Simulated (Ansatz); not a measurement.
# Geometry relaxation of SiH4OF2 (part 2 of 2)

Continued. System: SiH4OF2. Method: RKS B3LYP/6-31G* (Ansatz 0.2.0). The input holds or restrains some coordinates. Forces given for the steps count only the free coordinates. It belongs to a series of runs on one base structure; here: pulled along the bonds that form and break, towards end B.

Geometry of the input (Å):
```
Si 0.0000  0.0000  0.0000
F  0.0000  0.0000  1.9400
F  1.4994  0.0000  -0.5295
H  -0.6877  1.1914  -0.4862
H  -0.6877  -1.1914  -0.4862
O  -1.8790  0.0000  0.6243
H  -2.4241  -0.6297  0.0530
H  -1.1493  0.0000  1.6846
```

## Trajectory as extended XYZ, continued
```
8
Properties=species:S:1:pos:R:3:forces:R:3 step=4 energy=-15423.83474
Si   -0.2866    0.0137   -0.3837   -0.7216   0.1471   0.1571
F    -0.0030   -0.0118    2.3699    0.9208  -0.0580  -0.1822
F     1.3440   -0.0192   -0.4392   -0.5672  -0.0813   0.5651
H    -0.5683    1.4163   -0.6262    0.9499   0.7437  -0.7787
H    -0.5843   -1.3856   -0.6634    0.7112  -0.6715  -0.9569
O    -1.8847    0.0998    0.2339   -1.0951  -1.1637   0.8911
H    -2.4332   -0.7294    0.1079    0.9820   0.9750   0.5690
H    -0.9122   -0.0134    2.2009   -1.1800   0.1087  -0.2645
8
Properties=species:S:1:pos:R:3:forces:R:3 step=5 energy=-15424.38936
Si   -0.3499    0.0233   -0.3849   -0.5735   0.0400  -0.8290
F    -0.0087   -0.0357    2.3829    0.0844  -0.0390  -0.2828
F     1.2637   -0.0303   -0.3562    0.1285  -0.0646   0.8931
H    -0.4706    1.4623   -0.7577    0.1953  -0.2554  -0.3795
H    -0.5166   -1.4000   -0.8456    0.0649   0.3428  -0.4940
O    -1.9118    0.0819    0.2788    0.3872   0.2577   1.0050
H    -2.3967   -0.7485    0.2194    0.0318  -0.3824   0.1950
H    -0.9378    0.0174    2.2634   -0.3185   0.1009  -0.1078
8
Properties=species:S:1:pos:R:3:forces:R:3 step=6 energy=-15424.75633
Si   -0.3850    0.0293   -0.4008    0.6366  -0.0871  -1.3608
F    -0.0255   -0.0583    2.3639   -0.2119   0.0138  -0.1294
F     1.2401   -0.0482   -0.2296   -0.6922  -0.0543   0.9165
H    -0.4338    1.4522   -0.8863   -0.0864  -0.5310  -0.1666
H    -0.5170   -1.3523   -1.0348   -0.1065   0.7136  -0.1794
O    -1.8958    0.0659    0.3365    0.4447   0.3225   0.9524
H    -2.3506   -0.7809    0.3156   -0.0617  -0.4220   0.1108
H    -0.9608    0.0626    2.3355    0.0774   0.0445  -0.1435
8
Properties=species:S:1:pos:R:3:forces:R:3 step=7 energy=-15425.12389
Si   -0.4024    0.0327   -0.4321    0.8784  -0.1651  -1.0750
F    -0.0225   -0.0568    2.3341   -0.2030   0.0174   0.1753
F     1.1902   -0.0752   -0.0392   -1.1986  -0.0270   0.4166
H    -0.4225    1.4160   -1.0125   -0.0993  -0.4798  -0.0328
H    -0.5367   -1.2721   -1.2127   -0.0476   0.7191   0.0594
O    -1.8739    0.0536    0.3853    0.5134   0.0158   0.5995
H    -2.3074   -0.8111    0.3963    0.0376  -0.1178   0.0525
H    -0.9532    0.0833    2.3809    0.1191   0.0373  -0.1955
8
Properties=species:S:1:pos:R:3:forces:R:3 step=8 energy=-15425.34871
Si   -0.4066    0.0311   -0.4631    0.1590  -0.3208  -0.7496
F    -0.0405   -0.0188    2.3201    0.1921   0.0249   0.5007
F     1.1067   -0.1625    0.0700   -0.4544  -0.0184   0.1580
H    -0.4050    1.3910   -1.0484   -0.0533  -0.0927  -0.0068
H    -0.5682   -1.1591   -1.3746   -0.0081   0.4066   0.0373
O    -1.8260   -0.0041    0.4312    0.4017   0.1695   0.2425
H    -2.2403   -0.8750    0.4210   -0.0565  -0.2024   0.0430
H    -0.9484    0.1676    2.4439   -0.1805   0.0333  -0.2252
8
Properties=species:S:1:pos:R:3:forces:R:3 step=9 energy=-15425.44235
Si   -0.4133    0.0071   -0.4642    0.0287  -0.1924  -0.7525
F    -0.0318    0.1475    2.3160    0.2527   0.1292   0.5024
F     1.0586   -0.3236    0.1009   -0.2964  -0.0932   0.0568
H    -0.3590    1.4098   -0.9392   -0.0721  -0.0983   0.1008
H    -0.6055   -1.0381   -1.5294    0.0213   0.2968   0.1135
O    -1.8201   -0.0967    0.4410    0.3565   0.0382   0.2192
H    -2.2051   -0.9835    0.4370   -0.0385  -0.0888  -0.0181
H    -0.9521    0.2477    2.4379   -0.2522   0.0085  -0.2221
8
Properties=species:S:1:pos:R:3:forces:R:3 step=10 energy=-15425.54678
Si   -0.4168   -0.0181   -0.4630    0.0065  -0.2249  -0.6053
F    -0.0163    0.3418    2.3065   -0.0664   0.2076   0.4201
F     1.0121   -0.5028    0.1111   -0.3987  -0.0103  -0.0540
H    -0.3294    1.4281   -0.7968   -0.0162  -0.2156   0.1423
H    -0.6319   -0.9172   -1.6600    0.0483   0.3365   0.2726
O    -1.8083   -0.1968    0.4563    0.3440  -0.0946   0.1506
H    -2.1902   -1.0869    0.4161    0.0130   0.0462  -0.0441
H    -0.9477    0.3221    2.4299    0.0694  -0.0448  -0.2822
8
Properties=species:S:1:pos:R:3:forces:R:3 step=11 energy=-15425.63897
Si   -0.4256   -0.0459   -0.4433    0.0508  -0.0996  -0.3360
F     0.0056    0.5334    2.2763   -0.4450   0.1027   0.3009
F     0.9658   -0.6396    0.1182   -0.3669  -0.0139  -0.0403
H    -0.2999    1.4115   -0.6558   -0.0120  -0.0808   0.1175
H    -0.6438   -0.7905   -1.7242   -0.0106   0.1130   0.1405
O    -1.8079   -0.2905    0.4759    0.3523  -0.1786   0.1185
H    -2.2042   -1.1702    0.3628    0.0476   0.1496  -0.0056
H    -0.9185    0.3620    2.3901    0.3839   0.0076  -0.2955
8
Properties=species:S:1:pos:R:3:forces:R:3 step=12 energy=-15425.69778
Si   -0.4268   -0.0698   -0.4280   -0.1831  -0.1990  -0.0102
F     0.0154    0.6826    2.2307    0.2362   0.2093   0.1366
F     0.9042   -0.7854    0.1202   -0.0744  -0.0247  -0.1127
H    -0.2700    1.3943   -0.4588    0.0015  -0.0272  -0.0023
H    -0.6730   -0.6519   -1.7781    0.0461   0.0585   0.0379
O    -1.7816   -0.4155    0.4961    0.2888   0.1657   0.0856
H    -2.2033   -1.2674    0.3137    0.0354   0.0241  -0.0098
H    -0.8932    0.4835    2.3043   -0.3504  -0.2067  -0.1251
8
Properties=species:S:1:pos:R:3:forces:R:3 step=13 energy=-15425.66922 accepted=F
Si   -0.4122   -0.0864   -0.4356   -0.3156   0.1196  -0.0510
F    -0.0650    0.8524    2.1807   -1.6196  -0.8800   0.6191
F     0.9005   -0.8610    0.0621    0.0839  -0.0660   0.0587
H    -0.2203    1.3750   -0.4344    0.0288  -0.0839  -0.0260
H    -0.6868   -0.6096   -1.8022   -0.0128  -0.0057   0.0275
O    -1.7493   -0.4217    0.5152    0.2332   0.0644   0.1112
H    -2.1969   -1.2577    0.3267    0.0021  -0.0267  -0.0557
H    -0.8985    0.3793    2.3875    1.6001   0.8783  -0.6837
8
Properties=species:S:1:pos:R:3:forces:R:3 step=14 energy=-15425.71325
Si   -0.4239   -0.0781   -0.4240   -0.1771  -0.1108  -0.0616
F    -0.0178    0.7709    2.2088    0.2713   0.1988   0.1158
F     0.8977   -0.8292    0.0955   -0.0184  -0.0171  -0.0234
H    -0.2466    1.3826   -0.4333    0.0058  -0.0180   0.0002
H    -0.6807   -0.6213   -1.7860    0.0051   0.0195   0.0129
O    -1.7687   -0.4316    0.5087    0.2629   0.1542   0.1075
H    -2.2030   -1.2718    0.3054    0.0118  -0.0040  -0.0149
H    -0.8854    0.4488    2.3248   -0.3615  -0.2227  -0.1367
8
Properties=species:S:1:pos:R:3:forces:R:3 step=15 energy=-15425.71649 accepted=F
Si   -0.4204   -0.0831   -0.4237   -0.1905  -0.0307  -0.0785
F    -0.0576    0.8578    2.1852   -0.3604  -0.1733   0.2452
F     0.8910   -0.8583    0.0854    0.0109  -0.0141   0.0144
H    -0.2259    1.3748   -0.4209    0.0145  -0.0233  -0.0167
H    -0.6878   -0.6061   -1.7909   -0.0037  -0.0024   0.0058
O    -1.7603   -0.4355    0.5149    0.2425   0.1101   0.1320
H    -2.2046   -1.2673    0.2999    0.0019  -0.0104  -0.0220
H    -0.8628    0.3880    2.3502    0.2848   0.1441  -0.2802
8
Properties=species:S:1:pos:R:3:forces:R:3 step=16 energy=-15425.71757
Si   -0.4221   -0.0798   -0.4235   -0.1740  -0.1002  -0.0687
F    -0.0393    0.8124    2.1979    0.1298   0.1311   0.1378
F     0.8948   -0.8450    0.0872   -0.0024  -0.0076   0.0016
H    -0.2341    1.3784   -0.4301    0.0089  -0.0023   0.0029
H    -0.6860   -0.6126   -1.7873   -0.0065   0.0056  -0.0010
O    -1.7623   -0.4347    0.5144    0.2444   0.1318   0.1132
H    -2.2020   -1.2698    0.3016    0.0075  -0.0005  -0.0153
H    -0.8775    0.4214    2.3397   -0.2076  -0.1579  -0.1704
8
Properties=species:S:1:pos:R:3:forces:R:3 step=17 energy=-15425.71774
Si   -0.4206   -0.0821   -0.4218   -0.1666  -0.0944  -0.0447
F    -0.0619    0.8483    2.1900    0.3306   0.2338   0.0962
F     0.8958   -0.8526    0.0837   -0.0027   0.0020  -0.0025
H    -0.2233    1.3744   -0.4278    0.0072   0.0014  -0.0049
H    -0.6969   -0.6112   -1.7849   -0.0025   0.0033   0.0022
O    -1.7534   -0.4429    0.5248    0.2414   0.1200   0.0841
H    -2.2070   -1.2623    0.2822   -0.0056  -0.0034   0.0004
H    -0.8612    0.3986    2.3538   -0.4020  -0.2626  -0.1309
```

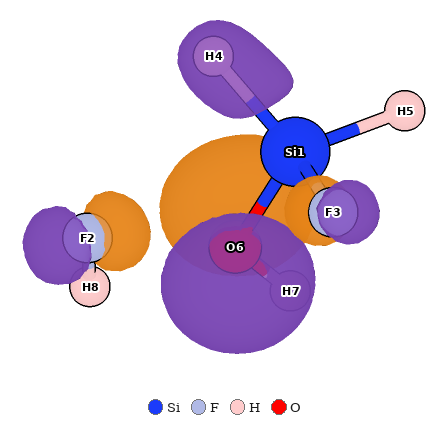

Figure 1. One frontier orbital at ±0.15 Å⁻³ᐟ² (orange and purple are the two phases), seen at an oblique angle. The HOMO−1, at −9.33 eV.

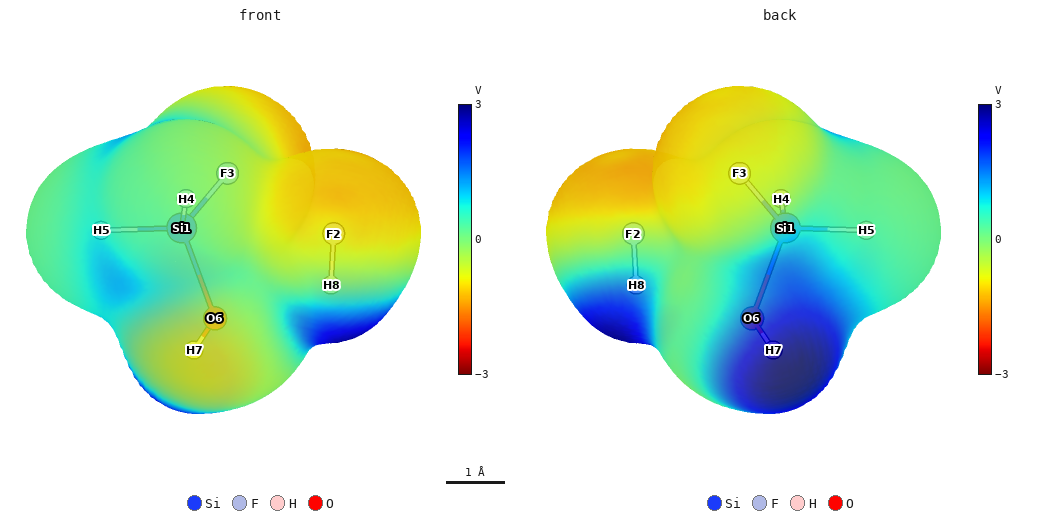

Figure 2. The electrostatic potential painted on the density surface at 0.002 e/bohr³, seen at a tilt and from behind; the colour scale runs from red (negative) to blue (positive).

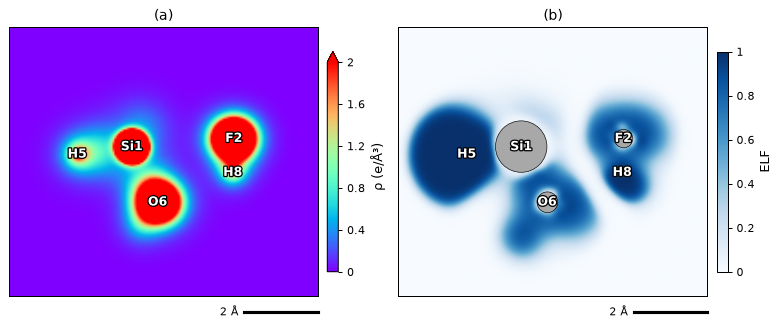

Figure 3. (a) electron density; (b) electron localisation function on the plane of atoms H5, Si1 and O6. Grey discs, where drawn, cover atomic cores. Atoms in the plane: Si, F, H and O. Si1···F2 (2.80 Å): ρ at the midpoint is about 0.09 e/Å³; the ELF is only about 0.05 between them. Si–H (1.49 Å): ρ is about 0.81 e/Å³ halfway; the ELF climbs to about 1 towards the hydrogen.

## Results in brief

| quantity | value |
| --- | --- |
| outcome | converged under the restraints of the input |
| total energy | −15425.7180 eV |
| mean-field energy | −15425.7180 eV |
| largest force (length of the vector) at the end, held atoms and coordinates included | 0.498 eV/Å |
| wall time | 47 s |
| peak memory | 0.14 GiB |
